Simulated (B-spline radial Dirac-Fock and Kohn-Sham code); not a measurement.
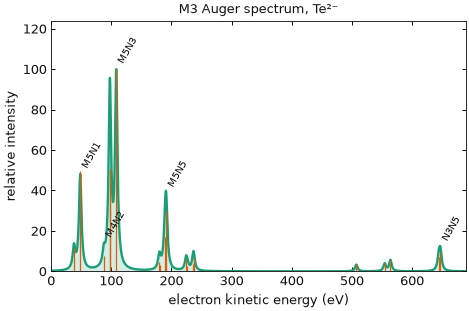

Fig. 1. Auger and Coster–Kronig groups that fill an M3 (3p3/2) hole, broadened by 5.0 eV full width. Kinetic energies count from the vacuum level; very weak lines are left out. The figure is for the ion Te²⁻ ([Xe]), inside a Watson sphere of charge +2 and radius 2.652 Å that stands in for a crystal. The calculation used independent-particle Coulomb rates on relativistic LDA orbitals, configuration-average energies from Dirac–Fock (a radial B-spline solver). Widths ruled by Coster–Kronig decay come out up to twice the measured ones in this model.

Summarise the result.

The strongest group is M3-M5N3 at 108.2 eV (27 % of the non-radiative width), followed by M3-M5N2 at 97.70 eV (13 %), M3-M5N1 at 48.35 eV (13 %), M3-M4N3 at 97.67 eV (12 %). The lines shown span 37.95 eV to 647.1 eV.
